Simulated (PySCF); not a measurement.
**BClO (boron chloride oxide) at B3LYP/STO-3G**

What is the vertical singlet–triplet gap of BClO (boron chloride oxide) at B3LYP/STO-3G? 

The results are computed with PySCF 2.14.0.

14 further runs of the same task are left out: 4 that didn't finish, 10 set aside as unsound or not needed.

## 1. The molecule

BClO has 3 atoms, charge 0, and is taken as a singlet. As SMILES, `O=BCl`. The coordinates come from a GFN2-xTB relaxation.

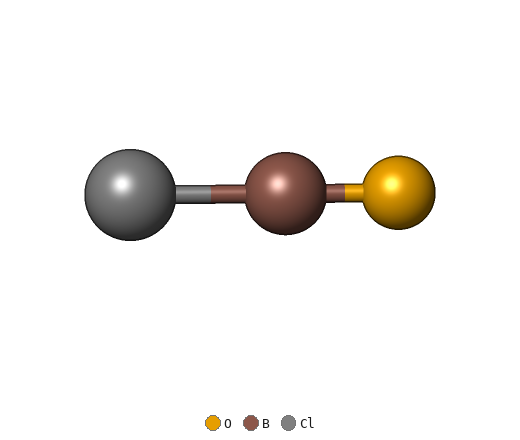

Viewed from a chosen angle; oxygen amber, boron brown, chlorine grey.

## 2. A single-point energy at B3LYP/STO-3G

calc.py reads:

```python
from pyscf import gto, dft

system = gto.M(
    atom='''
O      1.019560     0.606200     0.626990
B      0.113080     0.066620     0.069470
Cl    -1.132640    -0.672810    -0.696460
''',
    charge=0,
    max_memory=1860,
    verbose=4,
    basis='sto-3g',
)

mf = dft.RKS(system)
mf.xc = 'b3lyp'
mf.conv_tol = 1e-10
mf.grids.level = 5
mf.kernel()
if not mf.converged:
    mf = mf.newton().run(mf.mo_coeff, mf.mo_occ)

etot = mf.e_tot
print(f'total energy: {etot:.8f} hartree')
```

Command:

```bash
$ OMP_NUM_THREADS=1 python calc.py
```

Log:

```text
PySCF version 2.14.0

[INPUT] num. atoms = 3
[INPUT] num. electrons = 30
[INPUT] charge = 0
[INPUT] spin (= nelec alpha-beta = 2S) = 0
[INPUT] symmetry False subgroup None
[INPUT] Mole.unit = angstrom
[INPUT] Symbol           X                Y                Z      unit          X                Y                Z       unit  Magmom
[INPUT]  1 O      1.019560000000   0.606200000000   0.626990000000 AA    1.926689167562   1.145551976711   1.184839382841 Bohr   0.0
[INPUT]  2 B      0.113080000000   0.066620000000   0.069470000000 AA    0.213690230166   0.125893554419   0.131279273874 Bohr   0.0
[INPUT]  3 Cl    -1.132640000000  -0.672810000000  -0.696460000000 AA   -2.140379397727  -1.271426633869  -1.316118656715 Bohr   0.0

nuclear repulsion = 70.6031021765182
number of shells = 11
number of NR pGTOs = 57
number of NR cGTOs = 19
basis = sto-3g
ecp = {}

******** <class 'pyscf.dft.rks.RKS'> ********
method = RKS
initial guess = minao
damping factor = 0
level_shift factor = 0
DIIS = <class 'pyscf.scf.diis.CDIIS'>
diis_start_cycle = 1
diis_space = 8
diis_damp = 0
SCF conv_tol = 1e-10
SCF conv_tol_grad = None
SCF max_cycles = 50
direct_scf = True
direct_scf_tol = 1e-13
XC library pyscf.dft.libxc version 7.0.0
    S. Lehtola, C. Steigemann, M. J.T. Oliveira, and M. A.L. Marques.,  SoftwareX 7, 1–5 (2018)
XC functionals = b3lyp
    P. J. Stephens, F. J. Devlin, C. F. Chabalowski, and M. J. Frisch.,  J. Phys. Chem. 98, 11623 (1994)
radial grids:
    Treutler-Ahlrichs [JCP 102, 346 (1995); DOI:10.1063/1.469408] (M4) radial grids

becke partition: Becke, JCP 88, 2547 (1988); DOI:10.1063/1.454033
pruning grids: <function nwchem_prune>
grids dens level: 5
symmetrized grids: False
atomic radii adjust function: <function treutler_atomic_radii_adjust>
small_rho_cutoff = 0
Set gradient conv threshold to 1e-05
Initial guess from minao.
tot grids = 129184
init E= -554.071070274346
  HOMO = -0.396959807054622  LUMO = 0.0636720016240534  gap/eV = 12.53443
cycle= 1 E= -553.784935241315  delta_E= 0.286  |g|= 0.727  |ddm|= 2.67
  HOMO = -0.115488590966443  LUMO = 0.127627085915261  gap/eV = 6.61551
cycle= 2 E= -552.573260481114  delta_E= 1.21  |g|= 2.26  |ddm|= 3.02
  HOMO = -0.263543431251707  LUMO = 0.128309410825899  gap/eV = 10.66286
cycle= 3 E= -553.966727075374  delta_E= -1.39  |g|= 0.114  |ddm|= 2.26
  HOMO = -0.266123072660779  LUMO = 0.150006618098544  gap/eV = 11.32347
cycle= 4 E= -553.970164728664  delta_E= -0.00344  |g|= 0.0514  |ddm|= 0.193
  HOMO = -0.27142361774265  LUMO = 0.144329312008622  gap/eV = 11.31321
cycle= 5 E= -553.970958111549  delta_E= -0.000793  |g|= 0.0132  |ddm|= 0.0563
  HOMO = -0.27216836069557  LUMO = 0.144114550155466  gap/eV = 11.32763
cycle= 6 E= -553.971006219452  delta_E= -4.81e-05  |g|= 0.000871  |ddm|= 0.0131
  HOMO = -0.272231087032406  LUMO = 0.144087809829927  gap/eV = 11.32861
cycle= 7 E= -553.971006432242  delta_E= -2.13e-07  |g|= 4.39e-05  |ddm|= 0.00098
  HOMO = -0.272228033701523  LUMO = 0.144089240836143  gap/eV = 11.32857
cycle= 8 E= -553.971006432787  delta_E= -5.45e-10  |g|= 1.89e-07  |ddm|= 4.77e-05
  HOMO = -0.272228047255676  LUMO = 0.144089239505051  gap/eV = 11.32857
cycle= 9 E= -553.971006432786  delta_E= 5.68e-13  |g|= 5.74e-08  |ddm|= 3.77e-07
  HOMO = -0.272228057659116  LUMO = 0.144089237754035  gap/eV = 11.32857
Extra cycle  E= -553.971006432786  delta_E= 1.14e-13  |g|= 1.33e-07  |ddm|= 1.95e-07
converged SCF energy = -553.971006432786
total energy: -553.97100643 hartree
```

Wall time 2.5 s (1 thread of Arm Neoverse V1, shared host); peak memory 0.19 GiB.

## 3. The triplet

start.xyz reads:

```xyz
3
BClO
O      1.019560     0.606200     0.626990
B      0.113080     0.066620     0.069470
Cl    -1.132640    -0.672810    -0.696460
```

job.py reads:

```python
from pyscf import gto, dft

mol = gto.M(
    atom='start.xyz',
    basis='sto-3g',
    verbose=3,
    charge=0,
    spin=2,
    max_memory=1860,
)

mf = dft.UKS(mol)
mf.xc = 'b3lyp'
mf.grids.level = 5
mf.conv_tol = 1e-10
mf.kernel()
if not mf.converged:
    mf = mf.newton().run(mf.mo_coeff, mf.mo_occ)

e_final = mf.e_tot
print('E(%s) = %.9f' % ('B3LYP', e_final))
```

Command:

```bash
$ OMP_NUM_THREADS=1 python job.py
```

Log:

```text
WARN: HOMO 0.0636720016240546 >= LUMO -0.396959807054624

WARN: HOMO 0.170059397856997 >= LUMO -0.0395710220604973

WARN: HOMO 0.0995119446704813 >= LUMO -0.13950877498189

WARN: HOMO 0.0224359583329427 >= LUMO -0.159383304438525

WARN: HOMO 0.030726628315033 >= LUMO -0.149637468583133

WARN: HOMO 0.0233268205879806 >= LUMO -0.153044742144928

WARN: HOMO 0.0221929788968918 >= LUMO -0.153043614490082

WARN: HOMO 0.0221750455910761 >= LUMO -0.152934948306988

WARN: HOMO 0.0222775495215645 >= LUMO -0.152984232093325

WARN: HOMO 0.0222936896967723 >= LUMO -0.152982946785623

WARN: HOMO 0.0222912661433935 >= LUMO -0.152979167604885

WARN: HOMO 0.0222915012380093 >= LUMO -0.152979535898691

WARN: HOMO 0.0222914577594086 >= LUMO -0.152979506023945

converged SCF energy = -553.676498090256  <S^2> = 2.0025463  2S+1 = 3.001697
E(B3LYP) = -553.676498090
```

Wall time 5.1 s (1 thread of Arm Neoverse V1, shared host); peak memory 0.2 GiB.

## 4. What came out

At B3LYP/STO-3G:

| quantity | value |
| --- | --- |
| singlet: total energy | -553.97101 Eh |
| singlet: dipole moment | 0.44 D |
| singlet: HOMO energy | -7.41 eV |
| singlet: LUMO energy | 3.92 eV |
| singlet: HOMO–LUMO gap | 11.33 eV |
| triplet: total energy | -553.67650 Eh |
| triplet: dipole moment | 0.44 D |
| triplet: HOMO energy (highest over α and β) | 0.61 eV |
| triplet: ⟨S²⟩ | 2.003 |
| vertical energy of the triplet above the singlet | 8.014 eV |

What this shows: At this shape the triplet lies 8.01 eV (185 kcal/mol) above the singlet. In a minimal basis such a difference can be off by several eV, whatever the method. Mulliken charges (singlet) run from -0.21 on O1 to +0.32 on B2; they depend strongly on the basis. Mulliken charges (triplet) run from -0.09 on O1 to +0.17 on B2; they depend strongly on the basis.
